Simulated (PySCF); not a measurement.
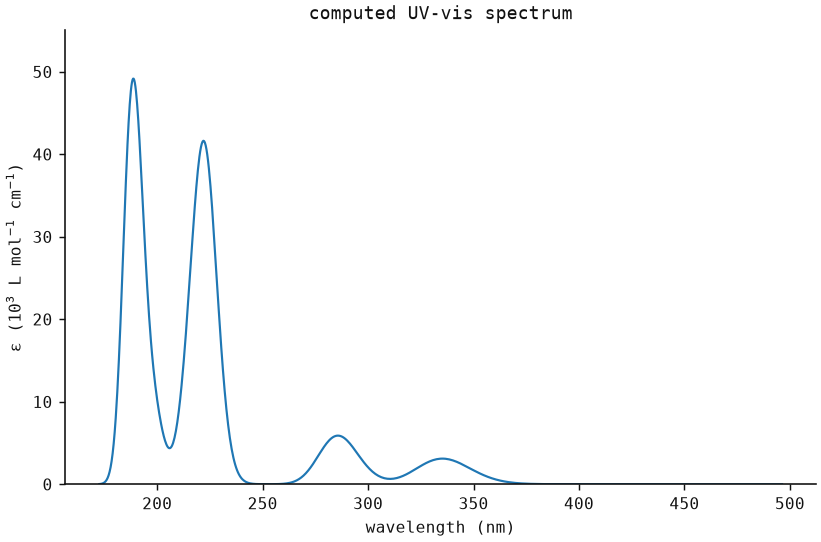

Computed absorption of C₁₀H₁₀N⁺, SMILES C[n+]1cccc2ccccc21. Vertical TDDFT excitations, B3LYP/def2-SVPD with PySCF, at a PBE0-D3(BJ)/def2-SVP geometry (no frequency check), gas phase. Only the first 10 singlet excitations are included; each is broadened by a Gaussian of 1/e half-width 0.20 eV.

Question: Which of the computed transitions is the brightest, and what character does the calculation give it?

Answer: S3 at 5.56 eV (223 nm), f = 0.462, mainly HOMO → LUMO+1 (56 %).

Question: List the transitions behind the spectrum.

Answer:
```
state  E (eV)  λ (nm)      f          main character
   S1    3.70     335  0.038      HOMO → LUMO (96 %)
   S2    4.34     286  0.073    HOMO−1 → LUMO (76 %)
   S3    5.56     223  0.462    HOMO → LUMO+1 (56 %)
   S4    5.76     215  0.122    HOMO−2 → LUMO (42 %)
   S5    6.03     206  0.000    HOMO−3 → LUMO (98 %)
   S6    6.23     199  0.088    HOMO−2 → LUMO (40 %)
   S7    6.30     197  0.000    HOMO−5 → LUMO (98 %)
   S8    6.48     191  0.265    HOMO → LUMO+2 (46 %)
   S9    6.62     187  0.349  HOMO−1 → LUMO+2 (56 %)
  S10    6.69     185  0.071    HOMO−4 → LUMO (49 %)
```

Note: core orbitals are frozen in the response.
